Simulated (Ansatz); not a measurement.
Input file:

```
crystal:
  periodic: [false, false, false]
  atoms:
    - { symbol: O, position_ang: [1.53389, 0.31926, -0.16433] }
    - { symbol: Si, position_ang: [0.02562, 0.17705, -0.08145] }
    - { symbol: O, position_ang: [-1.3896, 0.6812, -0.29349] }
    - { symbol: H, position_ang: [2.45983, -0.00348, -0.02802] }
magnetization:
  spin_polarized: true
  initial_magnetization: 1
basis:
  gaussian: { orbitals: "6-31G*" }
hamiltonian:
  xc: blyp
  dispersion: d4
relax:
  f_tol: 0.02
  max_steps: 50
output:
  orbitals: {}
```

Run with:

```sh
ansatz run input.yaml --threads 1 --pin off --max-ram 2048MiB --backend cpu --events-out ev --progress --plain --runs-dir out
```

The fields are those of the relaxed geometry.

These are results of UKS BLYP-D4/6-31G* in Ansatz 0.2.0, not measurements.

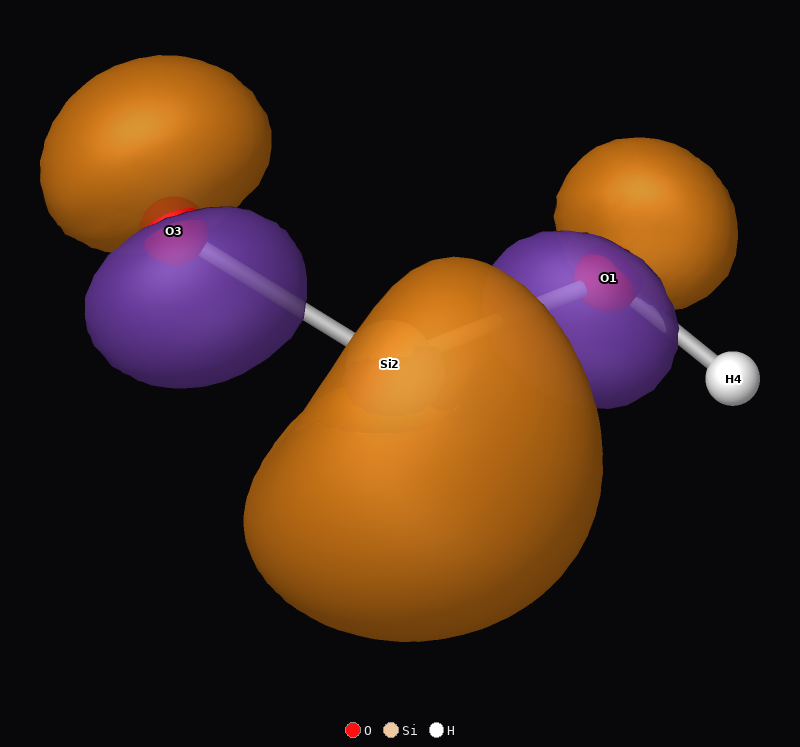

HO₂Si (doublet). One frontier orbital at ±0.15 Å⁻³ᐟ² (orange and purple are the two phases), seen at a tilt.

Which orbital is it: HOMO (α) or LUMO (α)?

The HOMO (α), at −5.89 eV. Its weight (Hirshfeld) is mainly on Si2 (about 55 %), O3 (about 30 %) and O1 (about 15 %); it is symmetric in the molecular plane (an in-plane orbital: σ, lone-pair or in-plane π type).
